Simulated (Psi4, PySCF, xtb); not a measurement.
Interaction energy of H4Si ··· F4Si (SMILES [SiH4] and F[Si](F)(F)F). Monomers: optimised at B3LYP-D3(BJ) (def2-TZVP), held rigid. Orientation: a random orientation, not optimised. Only R, the distance of the centres of mass, is varied, so the lowest point isn't the relaxed dimer.

Geometry at R = 4.70 Å (first 5 atoms: monomer A):
```
10

Si     0.0000     0.0000     0.0000
H      0.5362     1.1248    -0.7991
H     -0.6852    -0.9591    -0.8956
H      1.1122    -0.6842     0.6974
H     -0.9632     0.5184     0.9974
F      1.7830     0.3891    -4.7617
Si     2.4089    -0.8005    -3.9556
F      1.4315    -1.2259    -2.8068
F      3.7766    -0.3501    -3.3368
F      2.6440    -2.0156    -4.9171
```

- MP2/aug-cc-pVDZ = DF-MP2/aug-cc-pVDZ, frozen core, counterpoise-corrected (Psi4)
- RKS-B3LYP/6-31G* = restricted B3LYP/6-31G*, spherical d, no counterpoise correction (PySCF)
- GFN1-xTB (xtb)
- RHF/6-31G* = restricted Hartree-Fock/6-31G*, spherical d, no counterpoise correction (PySCF)
- RKS-M06-2X/6-31G* = PySCF with restricted M06-2X/6-31G*, spherical d, no counterpoise correction

Interaction energies in kJ/mol (negative: bound); R is the distance of the centres of mass, d the H3···F8 distance.

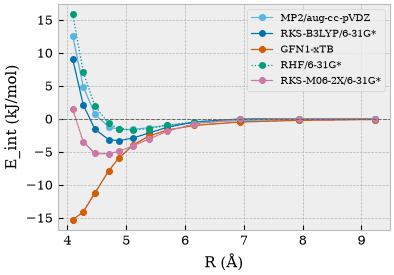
Figure. Interaction energy against separation.

```
R / Å  d / Å  MP2/aug-cc-pVDZ  RKS-B3LYP/6-31G*  GFN1-xTB  RHF/6-31G*  RKS-M06-2X/6-31G*
-----  -----  ---------------  ----------------  --------  ----------  -----------------
4.09    2.29            12.62              9.07    -15.34       15.89               1.49
4.27    2.46             4.86              2.10    -14.08        7.03              -3.48
4.47    2.65             0.68             -1.61    -11.21        1.92              -5.25
4.70    2.86            -1.19             -3.14     -7.92       -0.70              -5.31
4.87    3.03            -1.61             -3.32     -5.98       -1.47              -4.91
5.12    3.27            -1.61             -2.90     -3.95       -1.71              -4.09
5.38    3.52            -1.34             -2.16     -2.63       -1.47              -3.07
5.70    3.83            -0.97             -1.28     -1.69       -0.99              -1.88
6.16    4.28            -0.59             -0.46     -0.99       -0.44              -0.73
6.94    5.05            -0.26             -0.02     -0.48       -0.09              -0.10
7.93    6.03            -0.10              0.03     -0.22       -0.02              -0.01
9.23    7.32            -0.04              0.04     -0.10       -0.01               0.00
```

Lowest grid point: MP2/aug-cc-pVDZ -1.61 kJ/mol at R = 4.87 Å; RKS-B3LYP/6-31G* -3.32 kJ/mol at R = 4.87 Å; GFN1-xTB -15.34 kJ/mol at R = 4.09 Å; RHF/6-31G* -1.71 kJ/mol at R = 5.12 Å; RKS-M06-2X/6-31G* -5.31 kJ/mol at R = 4.70 Å.
